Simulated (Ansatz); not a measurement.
Band structure of LiCa₂NiN₂ (Pmmm, 6 atoms in the cell).

```xyz
6
Lattice="3.5273 0.0000 0.0000 0.0000 3.9137 0.0000 0.0000 0.0000 6.7349" Properties=species:S:1:pos:R:3 pbc="T T T"
Li     1.7637     1.9568     3.3674
Ca     0.0000     0.0000     5.0313
Ca     0.0000     0.0000     1.7036
Ni     1.7637     1.9568     0.0000
N      1.7637     0.0000     3.3674
N      0.0000     1.9568     0.0000
```

Computed with LDA (PW92), PAW files made with PBE (plane waves; Ansatz, a first-principles code).

Settings: basis.ecutwfc = 420 eV; kpoints.mp_grid.grid = 8 7 4; hamiltonian.xc = lda; hamiltonian.pseudopotentials = {kind: paw} (the program's default PAW files); scf.occupations.method = gaussian; scf.occupations.width = 0.272 eV; kpoints.band_path.npoints = 8.

The starting cell comes from a database of computed structures (which also holds hypothetical and non-ambient phases and stackings), without a prior relaxation at this level. Spin polarisation is off; with an odd number of electrons in the cell that forces a metal, and a magnetic state may lie lower.

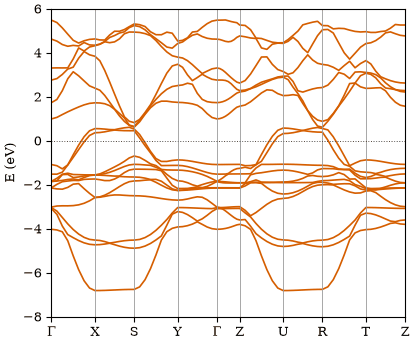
Figure. Bands along the path, energies from the Fermi level.

Levels in eV from the Fermi level, bands 23 to 30:
| point | 23 | 24 | 25 | 26 | 27 | 28 | 29 | 30 |
|---|---|---|---|---|---|---|---|---|
| Γ | -1.85 | -1.85 | -1.52 | -1.09 | 0.99 | 1.73 | 2.76 | 3.30 |
| X | -1.56 | -1.56 | 0.36 | 0.55 | 1.72 | 2.39 | 3.84 | 4.32 |
| S | -1.08 | -0.70 | 0.45 | 0.53 | 0.62 | 0.65 | 0.82 | 4.94 |
| Y | -1.82 | -1.34 | -1.12 | -0.87 | 1.74 | 2.50 | 3.47 | 3.80 |
| Z | -1.91 | -1.51 | -1.26 | -1.08 | 1.56 | 2.21 | 2.28 | 2.62 |
| U | -1.34 | -1.07 | 0.32 | 0.57 | 2.05 | 2.89 | 2.93 | 3.14 |
| R | -1.27 | -1.12 | 0.38 | 0.55 | 0.61 | 0.88 | 2.42 | 3.47 |
| T | -1.73 | -1.68 | -1.44 | -0.87 | 2.38 | 3.07 | 3.10 | 3.64 |

Bands cross the Fermi level along this path, so the cell is metallic at this level.

Keys are those of Ansatz 0.2.
